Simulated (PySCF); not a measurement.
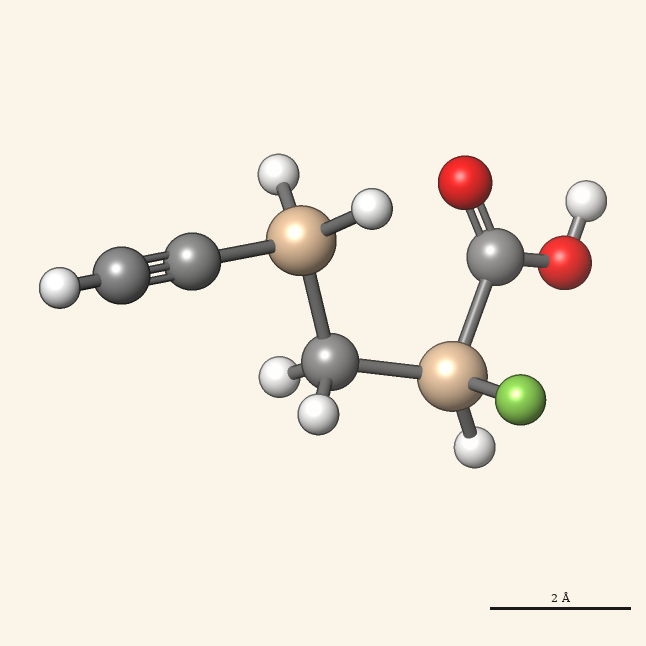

The picture shows a molecular structure as a ball-and-stick model. Colours: carbon grey, silicon light orange, fluorine green, oxygen red, hydrogen white.

Computed geometry: GFN2-xTB optimisation. No frequency run is at hand to confirm it as a minimum.

Identify the structure.

Formula C₄H₇FO₂Si₂. Its SMILES string is `C#C[SiH2]C[Si@H](F)C(=O)O`. It has no ring. Among its groups: carboxylic acid, alkyne, Si–H bond. The point group is C1. Coordination: 2 C linear; 2 Si tetrahedral; 1 C tetrahedral; 1 C trigonal planar; 1 O bent.

More results for the same structure follow; atom numbers are the same in all pictures, views and colours differ.

Shape

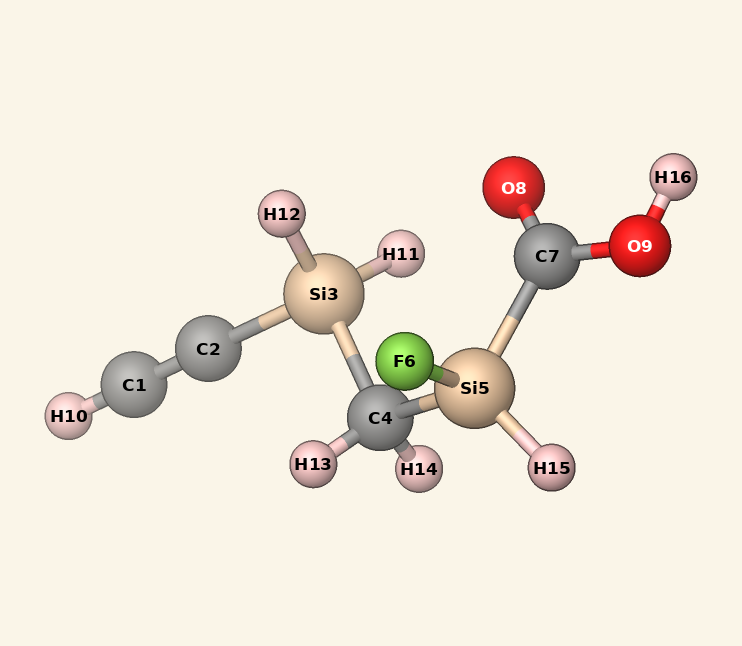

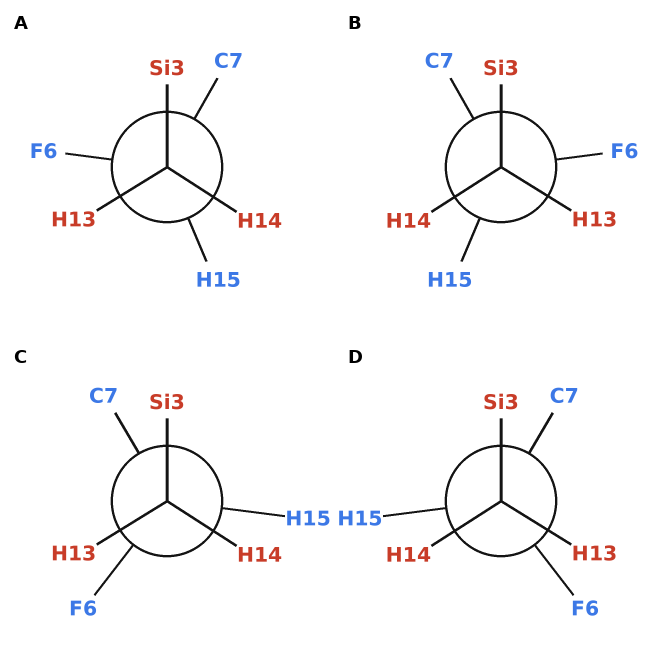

Distant atoms are faded towards the background colour. Bonds that would overlap in a projection are set slightly apart. No frequency run is at hand to confirm it as a minimum.

Which Newman projection shows the view along C4–Si5, with C4 in front?

B. The torsion angle Si3–C4–Si5–F6 is 82°, about perpendicular.

Electronic properties

No frequency run is at hand to confirm it as a minimum. Level of theory: PBE0/pcSseg-1, gas phase (PySCF 2.14.0).

Estimate the HOMO energy (Kohn–Sham orbital).

−8.03 eV.

Give the dipole moment at this level.

2.14 D.

What is the LUMO energy (Kohn–Sham orbital)?

−1.27 eV.

Bond orders

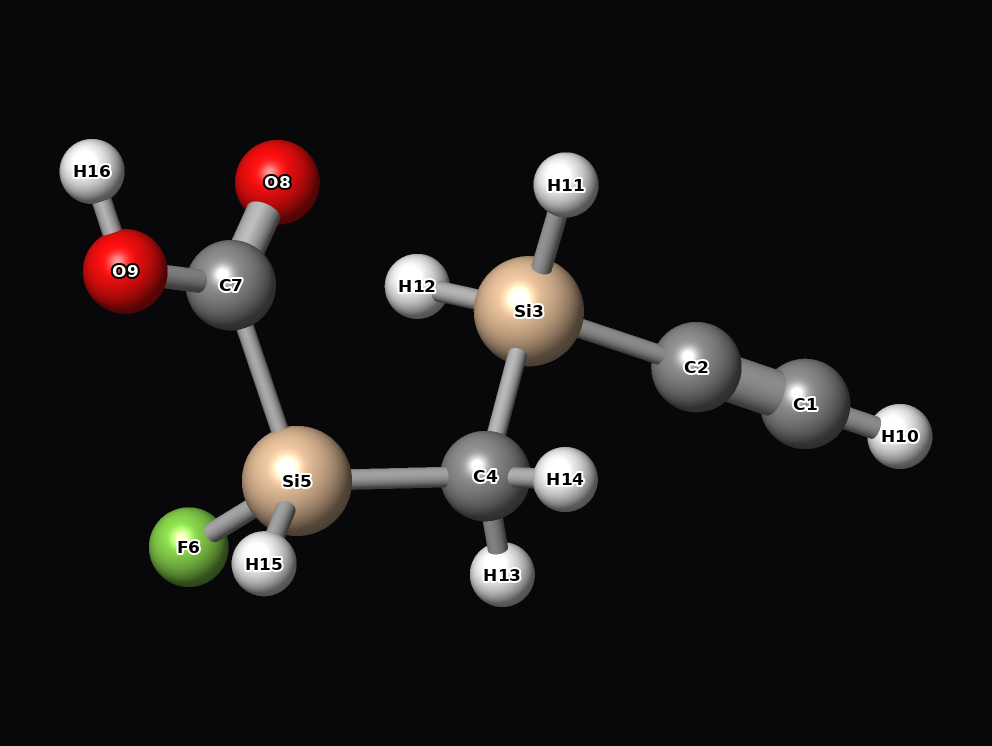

The thickness of each stick grows with its Mayer bond order. No frequency run is at hand to confirm it as a minimum. Level of theory: PBE0/pcSseg-1 (PySCF 2.14.0).

Which bond between heavy atoms has the highest Mayer bond order?

C1–C2, 2.56, at a length of 1.202 Å.

List the Mayer bond orders of C1–C2, C2–Si3, Si3–C4, C4–Si5, Si5–F6, Si5–C7, C7–O8, C7–O9 (bonds between heavy atoms, one of each equivalent set).

```
  bond  Mayer order  length (Å)
 C1–C2         2.56       1.202
C2–Si3         0.90       1.858
Si3–C4         0.85       1.931
C4–Si5         0.94       1.878
Si5–F6         0.95       1.618
Si5–C7         0.78       1.918
 C7–O8         1.87       1.208
 C7–O9         1.12       1.333
```

NMR shielding

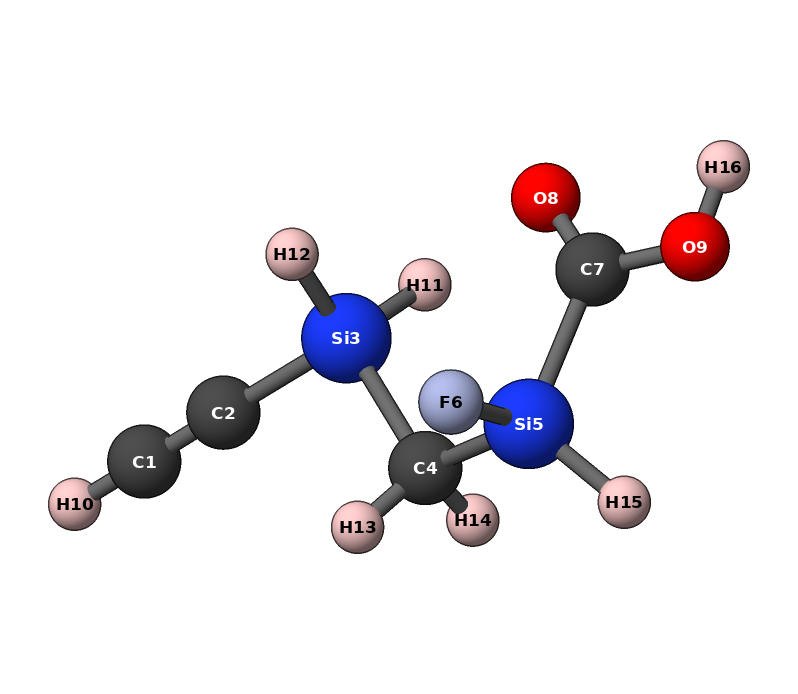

No frequency run is at hand to confirm it as a minimum. Level of theory: GIAO PBE0/pcSseg-1 NMR shielding, non-relativistic, gas phase (PySCF 2.14.0). Principal shieldings σ11 ≤ σ22 ≤ σ33, span Ω = σ33 − σ11, skew κ = 3(σiso − σ22)/Ω.

Which O atom has the most anisotropic shielding?

O8, with a span of 704 ppm.

Give the shielding tensors of the O atoms.

```
atom     σ11     σ22    σ33    σiso      Ω      κ
  O8  −450.8  −271.2  253.7  −156.1  704.5   0.49
  O9   −82.7   152.7  224.1    98.0  306.8  −0.53
```

Shieldings and span in ppm.

The geometry is semi-empirical. Around Si such bond lengths and angles can be off by a tenth of an ångström or more and by several degrees, and values that hang on the shape move with them.
